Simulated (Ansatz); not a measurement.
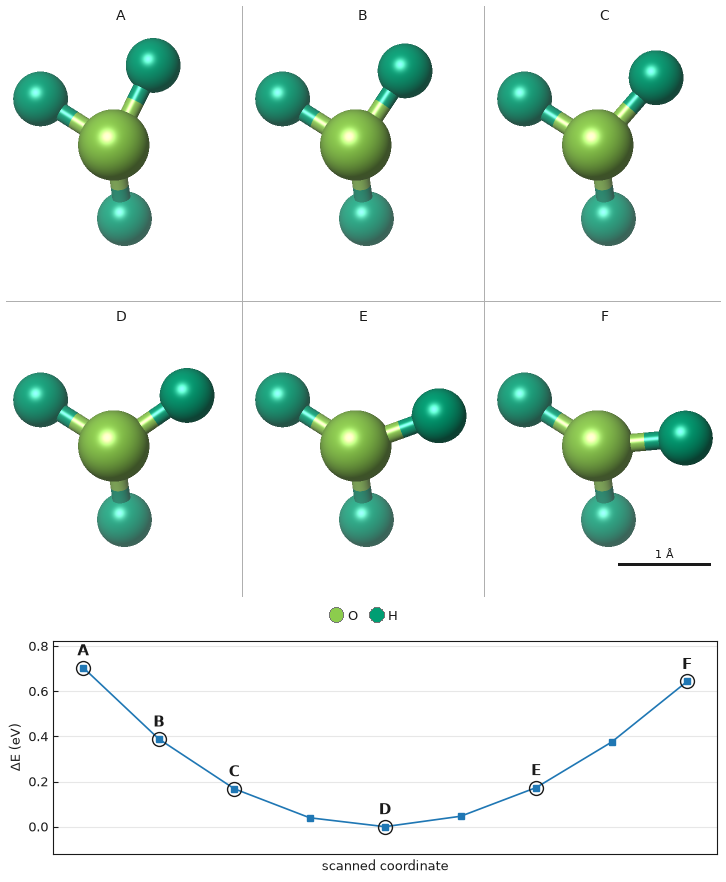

A scan of H3O (charge +1) along one coordinate. Style: ball-and-stick. Shown onto the plane of the angle.

Single-point energies from Ansatz with CCSD(T) in the def2-TZVPP basis, on geometries moved rigidly from the minimum at PBE0-D4/def2-TZVP. Coupled cluster with a frozen core. Energies are counted from the PBE0-D4/def2-TZVP minimum geometry at the same level.

**Which coordinate changes from frame to frame?**

One H–O–H angle is varied, with the rest of the molecule carried along rigidly. In the frames the angle is 83.1° (A), 90.6° (B), 98.1° (C), 113.1° (D), 128.1° (E), 143.1° (F). Of the computed points the lowest is at the angle 113.1°, 0.000 eV. At the ends of the scan the energy is 0.704 eV (83.1°) and 0.643 eV (143.1°). The curvature at the lowest point is about 5 eV/rad².
